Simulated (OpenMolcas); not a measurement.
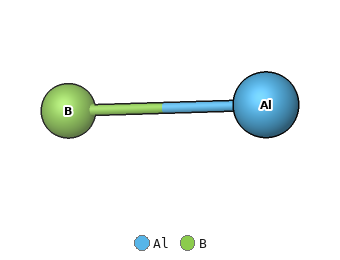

*The molecule at the reference distance of 2.354 Å.*

# Run report: AlB⁺, relativistic diatomic calculation (part 1 of 2)

AlB⁺. Computed at this level: SA-CASSCF(5,8)/XMS-CASPT2 + RASSI spin-orbit (X2C scalar, AMFI), ANO-RCC-VTZP (OpenMolcas).

### Input file
```
&GATEWAY
Coord
2
angstrom
Al 0.0 0.0 0.0
B 0.0 0.0 2.3540
Basis=ANO-RCC-VTZP
Group=XY
RX2C
AMFI
ANGMom
0.0 0.0 0.0
RICD
&SEWARD
&GUESSORB
&RASSCF
FileOrb=$CurrDir/o21.orb
Symmetry=1
Spin=2
nActEl=5 0 0
Inactive=4 2
RAS2=4 4
CIRoot=6 6 1
Linear
Iterations=120 100
OrbListing=Nothing
PRWF=0.15
>>COPY $Project.RasOrb $CurrDir/o21.orb
>>COPY $Project.rasscf.h5 $CurrDir/r21.h5
&CASPT2
XMultistate=all
Imaginary=0.2
IPEA=0.25
MaxIter=40
>>COPY $Project.JobMix JOB001
&RASSCF
FileOrb=$CurrDir/o22.orb
Symmetry=2
Spin=2
nActEl=5 0 0
Inactive=4 2
RAS2=4 4
CIRoot=6 6 1
Linear
Iterations=120 100
OrbListing=Nothing
PRWF=0.15
>>COPY $Project.RasOrb $CurrDir/o22.orb
>>COPY $Project.rasscf.h5 $CurrDir/r22.h5
&CASPT2
XMultistate=all
Imaginary=0.2
IPEA=0.25
MaxIter=40
>>COPY $Project.JobMix JOB002
&RASSCF
FileOrb=$CurrDir/o42.orb
Symmetry=2
Spin=4
nActEl=5 0 0
Inactive=4 2
RAS2=4 4
CIRoot=4 4 1
Linear
Iterations=120 100
OrbListing=Nothing
PRWF=0.15
>>COPY $Project.RasOrb $CurrDir/o42.orb
>>COPY $Project.rasscf.h5 $CurrDir/r42.h5
&CASPT2
XMultistate=all
Imaginary=0.2
IPEA=0.25
MaxIter=40
>>COPY $Project.JobMix JOB003
&RASSCF
FileOrb=$CurrDir/o41.orb
Symmetry=1
Spin=4
nActEl=5 0 0
Inactive=4 2
RAS2=4 4
CIRoot=5 5 1
Linear
Iterations=120 100
OrbListing=Nothing
PRWF=0.15
>>COPY $Project.RasOrb $CurrDir/o41.orb
>>COPY $Project.rasscf.h5 $CurrDir/r41.h5
&CASPT2
XMultistate=all
Imaginary=0.2
IPEA=0.25
MaxIter=40
>>COPY $Project.JobMix JOB004
&RASSI
Nr of JobIphs=4 6 6 4 5
1 2 3 4 5 6
1 2 3 4 5 6
1 2 3 4
1 2 3 4 5
SpinOrbit
EJob
Omega
MEES
MESO
Properties=4
'AngMom' 3 'Mltpl  1' 1 'Mltpl  1' 2 'Mltpl  1' 3
Thrs=1.0d-4
>>COPY $Project.rassi.h5 $CurrDir/so.h5
```

The first orbital files come from an earlier step.

Command:
```bash
pymolcas m.inp (one call a module block, same work directory)
```

### Output (extracts)
```
++    Wave function specifications:
      Number of closed shell electrons          12
      Number of electrons in active shells       5
      Number of inactive orbitals                6
      Number of active orbitals                  8
      Number of secondary orbitals              50
      Spin quantum number                      0.5
      State symmetry                             1
++    Orbital specifications:
      Symmetry species                           1   2
                                                 a   b
      Frozen orbitals                            0   0
      Inactive orbitals                          4   2
      Active orbitals                            4   4
      RAS2 orbitals                              4   4
      Secondary orbitals                        26  24
      Number of basis functions                 34  30
      printout of CI-coefficients larger than  0.15 for root  1
      energy=    -266.722114
      conf/sym  1111 2222     Coeff  Weight
            20  0u22 0000   0.92137 0.84893
      printout of CI-coefficients larger than  0.15 for root  2
      energy=    -266.595469
      conf/sym  1111 2222     Coeff  Weight
            17  02u2 0000   0.64797 0.41987
            19  u022 0000   0.32450 0.10530
           333  00u2 0020   0.40270 0.16217
           340  00u2 0002   0.40270 0.16217
      printout of CI-coefficients larger than  0.15 for root  3
      energy=    -266.585197
      conf/sym  1111 2222     Coeff  Weight
           327  00u2 ud00  -0.23605 0.05572
           333  00u2 0020  -0.55347 0.30633
           336  00u2 00du  -0.20259 0.04104
           339  00u2 00ud  -0.35091 0.12313
           340  00u2 0002   0.55347 0.30633
      printout of CI-coefficients larger than  0.15 for root  4
      energy=    -266.585197
      conf/sym  1111 2222     Coeff  Weight
           325  00u2 2000  -0.19273 0.03715
           328  00u2 0200   0.19273 0.03715
           333  00u2 0020  -0.28651 0.08209
           336  00u2 00du   0.39136 0.15317
           339  00u2 00ud   0.67786 0.45950
           340  00u2 0002   0.28651 0.08209
      printout of CI-coefficients larger than  0.15 for root  5
      energy=    -266.566147
      conf/sym  1111 2222     Coeff  Weight
            17  02u2 0000   0.54970 0.30217
            19  u022 0000   0.18542 0.03438
           325  00u2 2000   0.22324 0.04984
           328  00u2 0200   0.22324 0.04984
           333  00u2 0020  -0.45465 0.20670
           340  00u2 0002  -0.45465 0.20671
      printout of CI-coefficients larger than  0.15 for root  6
      energy=    -266.564916
      conf/sym  1111 2222     Coeff  Weight
           320  0u02 00du   0.15561 0.02421
           329  00u2 d0u0  -0.18102 0.03277
           331  00u2 u0d0  -0.23745 0.05638
           332  00u2 0ud0  -0.17115 0.02929
           335  00u2 0d0u  -0.18103 0.03277
           336  00u2 00du   0.63978 0.40931
           337  00u2 u00d   0.17115 0.02929
           338  00u2 0u0d  -0.23744 0.05638
           339  00u2 00ud  -0.36938 0.13644
      Natural orbitals and occupation numbers for root  1
      sym 1:   0.032468   0.988856   1.852327   1.923071
      sym 2:   0.041807   0.041806   0.059833   0.059832
      Natural orbitals and occupation numbers for root  2
      sym 1:   0.155197   0.944159   1.106577   1.904109
      sym 2:   0.056055   0.056055   0.388925   0.388922
      Natural orbitals and occupation numbers for root  3
      sym 1:   0.012933   0.077043   1.004827   1.876236
      sym 2:   0.136687   0.136686   0.877792   0.877795
      Natural orbitals and occupation numbers for root  4
      sym 1:   0.012933   0.077044   1.004827   1.876235
      sym 2:   0.136687   0.136687   0.877794   0.877793
      Natural orbitals and occupation numbers for root  5
      sym 1:   0.073599   0.711855   1.044939   1.868547
      sym 2:   0.142745   0.142746   0.507783   0.507787
      Natural orbitals and occupation numbers for root  6
      sym 1:   0.022429   0.075152   0.987678   1.891780
      sym 2:   0.202614   0.202619   0.808866   0.808863
      RASSCF energy for state  6                   -266.56491579
::    RASSCF root number  1 Total energy:   -266.72211412
::    RASSCF root number  2 Total energy:   -266.59546940
::    RASSCF root number  3 Total energy:   -266.58519697
::    RASSCF root number  4 Total energy:   -266.58519697
::    RASSCF root number  5 Total energy:   -266.56614694
::    RASSCF root number  6 Total energy:   -266.56491579
      Von Neumann Entropy (Root   1) =  1.29204
++    Wave function specifications:
      Number of closed shell electrons           6
      Number of electrons in active shells       5
      Number of inactive orbitals                3
      Number of active orbitals                  8
      Number of secondary orbitals              50
      Spin quantum number                      0.5
      State symmetry                             1
      Number of CSFs                           504
      Number of CASSCF root(s) available         6
      CASPT2 state passed to geometry opt.       6
      A file JOBMIX will be created
      This is a MULTI-STATE CASSCF reference
      Number of CI roots used                    6
      These are:                                 1   2   3   4   5   6
      Off-diagonal elements of Heff are computed
  FINAL CASPT2 RESULT:
      Reference energy:        -266.7221141203
      E2 (Non-variational):      -0.2196160419
      Shift correction:          -0.0011956004
      E2 (Variational):          -0.2208116423
      Total energy:            -266.9429257626
      Reference weight:           0.95899
  FINAL CASPT2 RESULT:
      Reference energy:        -266.5954693987
      E2 (Non-variational):      -0.2257774323
      Shift correction:          -0.0020019265
      E2 (Variational):          -0.2277793589
      Total energy:            -266.8232487576
      Reference weight:           0.95043
  FINAL CASPT2 RESULT:
      Reference energy:        -266.5851969669
      E2 (Non-variational):      -0.2178226511
      Shift correction:          -0.0015426857
      E2 (Variational):          -0.2193653367
      Total energy:            -266.8045623036
      Reference weight:           0.95631
  FINAL CASPT2 RESULT:
      Reference energy:        -266.5851969669
      E2 (Non-variational):      -0.2178697247
      Shift correction:          -0.0015408901
      E2 (Variational):          -0.2194106148
      Total energy:            -266.8046075817
      Reference weight:           0.95632
  FINAL CASPT2 RESULT:
      Reference energy:        -266.5661469370
      E2 (Non-variational):      -0.2151251215
      Shift correction:          -0.0013854962
      E2 (Variational):          -0.2165106178
      Total energy:            -266.7826575547
      Reference weight:           0.95903
  FINAL CASPT2 RESULT:
      Reference energy:        -266.5649157949
      E2 (Non-variational):      -0.2172593927
      Shift correction:          -0.0017342408
      E2 (Variational):          -0.2189936334
      Total energy:            -266.7839094283
      Reference weight:           0.95539
       Total XMS-CASPT2 energies:
::    XMS-CASPT2 Root  1     Total energy:   -266.94292052
::    XMS-CASPT2 Root  2     Total energy:   -266.82082512
::    XMS-CASPT2 Root  3     Total energy:   -266.80461043
::    XMS-CASPT2 Root  4     Total energy:   -266.80455945
::    XMS-CASPT2 Root  5     Total energy:   -266.78508644
::    XMS-CASPT2 Root  6     Total energy:   -266.78390942
++    Wave function specifications:
      Number of closed shell electrons          12
      Number of electrons in active shells       5
      Number of inactive orbitals                6
      Number of active orbitals                  8
      Number of secondary orbitals              50
      Spin quantum number                      0.5
      State symmetry                             2
      printout of CI-coefficients larger than  0.15 for root  1
      energy=    -266.715941
      conf/sym  1111 2222     Coeff  Weight
            68  0202 000u   0.19484 0.03796
            80  0022 000u  -0.91233 0.83235
      printout of CI-coefficients larger than  0.15 for root  2
      energy=    -266.715941
      conf/sym  1111 2222     Coeff  Weight
            67  0202 00u0   0.19484 0.03796
            79  0022 00u0  -0.91233 0.83235
      printout of CI-coefficients larger than  0.15 for root  3
      energy=    -266.624955
      conf/sym  1111 2222     Coeff  Weight
            66  0202 0u00   0.17423 0.03036
            74  0ud2 0u00   0.17999 0.03240
            76  0ud2 000u  -0.32114 0.10313
            78  0022 0u00  -0.69816 0.48743
           138  0uu2 0d00  -0.16500 0.02723
           140  0uu2 000d   0.46408 0.21537
      printout of CI-coefficients larger than  0.15 for root  4
      energy=    -266.624955
      conf/sym  1111 2222     Coeff  Weight
            65  0202 u000  -0.17423 0.03036
            73  0ud2 u000  -0.17999 0.03240
            75  0ud2 00u0   0.32114 0.10313
            77  0022 u000   0.69816 0.48743
           137  0uu2 d000   0.16500 0.02723
           139  0uu2 00d0  -0.46408 0.21537
      printout of CI-coefficients larger than  0.15 for root  5
      energy=    -266.574776
      conf/sym  1111 2222     Coeff  Weight
            55  0u2d 00u0   0.15387 0.02367
            67  0202 00u0  -0.16278 0.02650
            75  0ud2 00u0  -0.19796 0.03919
            77  0022 u000  -0.37443 0.14020
           139  0uu2 00d0  -0.80612 0.64982
      printout of CI-coefficients larger than  0.15 for root  6
      energy=    -266.574776
      conf/sym  1111 2222     Coeff  Weight
            56  0u2d 000u  -0.15387 0.02367
            68  0202 000u   0.16278 0.02650
            76  0ud2 000u   0.19796 0.03919
            78  0022 0u00   0.37443 0.14020
           140  0uu2 000d   0.80612 0.64982
      Natural orbitals and occupation numbers for root  1
      sym 1:   0.023814   0.139140   1.799164   1.926590
      sym 2:   0.030921   0.053791   0.047631   0.978949
      Natural orbitals and occupation numbers for root  2
      sym 1:   0.023814   0.139140   1.799164   1.926590
      sym 2:   0.053791   0.030921   0.978949   0.047631
      Natural orbitals and occupation numbers for root  3
      sym 1:   0.022291   0.493351   1.472862   1.916716
      sym 2:   0.013726   0.762905   0.041948   0.276202
      Natural orbitals and occupation numbers for root  4
      sym 1:   0.022291   0.493351   1.472862   1.916716
      sym 2:   0.762905   0.013726   0.276202   0.041948
      Natural orbitals and occupation numbers for root  5
      sym 1:   0.061118   0.847041   1.139194   1.884680
      sym 2:   0.180762   0.012712   0.839656   0.034837
      Natural orbitals and occupation numbers for root  6
      sym 1:   0.061118   0.847041   1.139194   1.884680
      sym 2:   0.012712   0.180762   0.034837   0.839656
      RASSCF energy for state  6                   -266.57477585
::    RASSCF root number  1 Total energy:   -266.71594095
::    RASSCF root number  2 Total energy:   -266.71594095
::    RASSCF root number  3 Total energy:   -266.62495473
::    RASSCF root number  4 Total energy:   -266.62495473
::    RASSCF root number  5 Total energy:   -266.57477585
::    RASSCF root number  6 Total energy:   -266.57477585
      Von Neumann Entropy (Root   1) =  1.39916
++    Wave function specifications:
      Number of closed shell electrons           6
      Number of electrons in active shells       5
      Number of inactive orbitals                3
      Number of active orbitals                  8
      Number of secondary orbitals              50
      Spin quantum number                      0.5
      State symmetry                             2
      Number of CSFs                           504
      Number of CASSCF root(s) available         6
      CASPT2 state passed to geometry opt.       6
      A file JOBMIX will be created
      This is a MULTI-STATE CASSCF reference
      Number of CI roots used                    6
      These are:                                 1   2   3   4   5   6
      Off-diagonal elements of Heff are computed
  FINAL CASPT2 RESULT:
      Reference energy:        -266.7159409529
      E2 (Non-variational):      -0.2163947947
      Shift correction:          -0.0010169178
      E2 (Variational):          -0.2174117125
      Total energy:            -266.9333526654
      Reference weight:           0.96163
  FINAL CASPT2 RESULT:
      Reference energy:        -266.7159409529
      E2 (Non-variational):      -0.2163947947
      Shift correction:          -0.0010169178
      E2 (Variational):          -0.2174117125
      Total energy:            -266.9333526654
      Reference weight:           0.96163
  FINAL CASPT2 RESULT:
      Reference energy:        -266.6249547328
      E2 (Non-variational):      -0.2204569378
      Shift correction:          -0.0022051533
      E2 (Variational):          -0.2226620911
      Total energy:            -266.8476168239
      Reference weight:           0.95206
  FINAL CASPT2 RESULT:
      Reference energy:        -266.6249547328
      E2 (Non-variational):      -0.2204569378
      Shift correction:          -0.0022051533
      E2 (Variational):          -0.2226620911
      Total energy:            -266.8476168239
      Reference weight:           0.95206
  FINAL CASPT2 RESULT:
      Reference energy:        -266.5747758530
      E2 (Non-variational):      -0.2264660790
      Shift correction:          -0.0023226791
      E2 (Variational):          -0.2287887581
      Total energy:            -266.8035646112
      Reference weight:           0.94751
  FINAL CASPT2 RESULT:
      Reference energy:        -266.5747758530
      E2 (Non-variational):      -0.2264660790
      Shift correction:          -0.0023226791
      E2 (Variational):          -0.2287887582
      Total energy:            -266.8035646112
      Reference weight:           0.94751
       Total XMS-CASPT2 energies:
::    XMS-CASPT2 Root  1     Total energy:   -266.93375283
::    XMS-CASPT2 Root  2     Total energy:   -266.93375283
::    XMS-CASPT2 Root  3     Total energy:   -266.84561315
::    XMS-CASPT2 Root  4     Total energy:   -266.84561315
::    XMS-CASPT2 Root  5     Total energy:   -266.80516812
::    XMS-CASPT2 Root  6     Total energy:   -266.80516812
++    Wave function specifications:
      Number of closed shell electrons          12
      Number of electrons in active shells       5
      Number of inactive orbitals                6
      Number of active orbitals                  8
      Number of secondary orbitals              50
      Spin quantum number                      1.5
      State symmetry                             2
      printout of CI-coefficients larger than  0.15 for root  1
      energy=    -266.652753
      conf/sym  1111 2222     Coeff  Weight
            41  0u2u u000   0.19651 0.03862
            59  0uu2 00u0   0.94182 0.88703
      printout of CI-coefficients larger than  0.15 for root  2
      energy=    -266.652753
      conf/sym  1111 2222     Coeff  Weight
            42  0u2u 0u00  -0.19651 0.03862
            60  0uu2 000u  -0.94182 0.88703
      printout of CI-coefficients larger than  0.15 for root  3
      energy=    -266.579313
      conf/sym  1111 2222     Coeff  Weight
            44  0u2u 000u   0.52976 0.28065
            58  0uu2 0u00   0.80369 0.64592
      printout of CI-coefficients larger than  0.15 for root  4
      energy=    -266.579313
      conf/sym  1111 2222     Coeff  Weight
            43  0u2u 00u0  -0.52976 0.28065
            57  0uu2 u000  -0.80369 0.64592
      Natural orbitals and occupation numbers for root  1
      sym 1:   0.037114   0.982529   1.027699   1.893947
      sym 2:   0.064080   0.013328   0.958063   0.023240
      Natural orbitals and occupation numbers for root  2
      sym 1:   0.037114   0.982529   1.027699   1.893947
      sym 2:   0.013328   0.064080   0.023240   0.9580SPIN-FREE ENERGIES:
  (Shifted by EMIN (a.u.) =       -266.9429205193)
 SF State       Relative EMIN(au)   Rel lowest level(eV)    D:o, cm**(-1)      Abs_M
     1             0.0000000000        0.0000000000              0.0000         0.0
     7             0.0091676911        0.2494655832           2012.0756         1.0
     8             0.0091676911        0.2494655832           2012.0756         1.0
    13             0.0791926737        2.1549424307          17380.7829         1.0
    14             0.0791926794        2.1549425869          17380.7841         1.0
     9             0.0973073672        2.6478683526          21356.4985         1.0
    10             0.0973073672        2.6478683526          21356.4985         1.0
    17             0.1006934415        2.7400081301          22099.6560         0.0
     2             0.1220953954        3.3223849640          26796.8419         0.0
    11             0.1377523991        3.7484337371          30233.1570         1.0
    12             0.1377523991        3.7484337371          30233.1570         1.0
     3             0.1383100871        3.7636092017          30355.5554         2.0
     4             0.1383610662        3.7649964130          30366.7440         2.0
    15             0.1560335316        4.2458886946          34245.4018         1.0
    16             0.1560335323        4.2458887158          34245.4020         1.0
     5             0.1578340814        4.2948841508          34640.5768         0.0
     6             0.1590110970        4.3269123779          34898.9019         0.0
    18             0.1714483642        4.6653476605          37628.5665         2.0
    19             0.1714932932        4.6665702399          37638.4273         2.0
    20             0.1717739214        4.6742065230          37700.0181         0.0
    21             0.1741312102        4.7383516184          38217.3832         0.0
```

(Continued in part 2.) Outcome of the run: converged; components of a degenerate state are split by 11 cm⁻¹.
